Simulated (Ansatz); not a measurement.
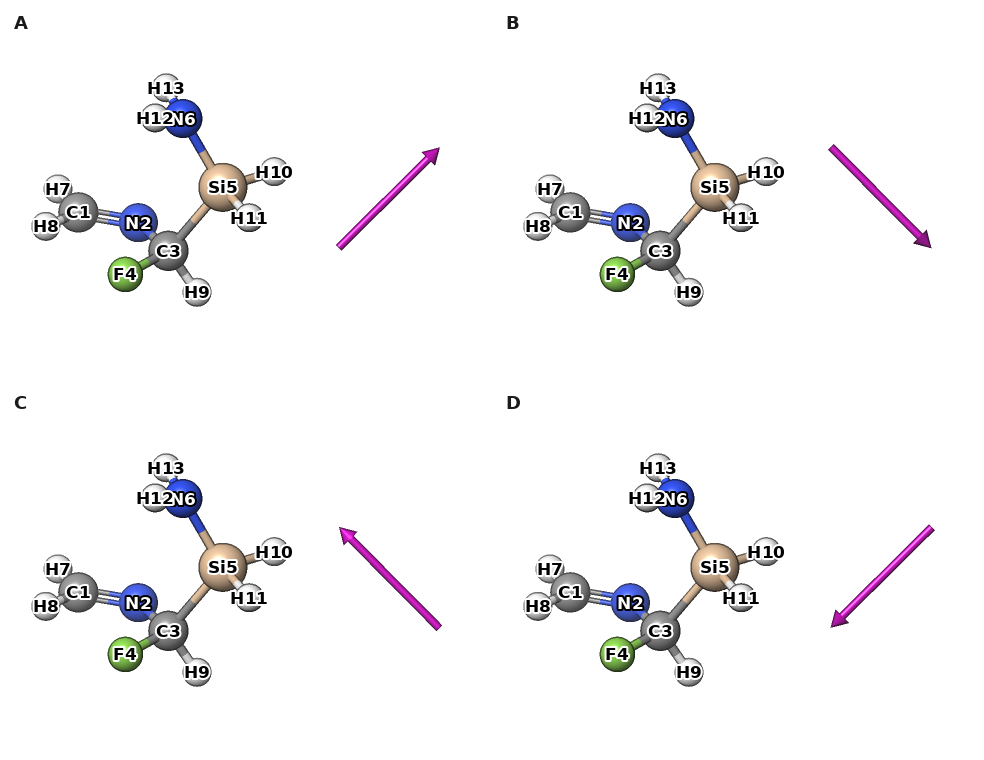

The same molecule four times, each with an arrow. Computed geometry: PBE0-D4/def2-TZVP optimisation. No frequency run is at hand to confirm it as a minimum. Method: RKS ωB97M-V/def2-TZVPP (Ansatz 0.2.0).

**Which arrow points along the dipole moment, from the negative to the positive end?**

C. The dipole moment is 1.53 D; it points from the side of H9 to the side of H7, H13 (the outermost atoms at the two ends).
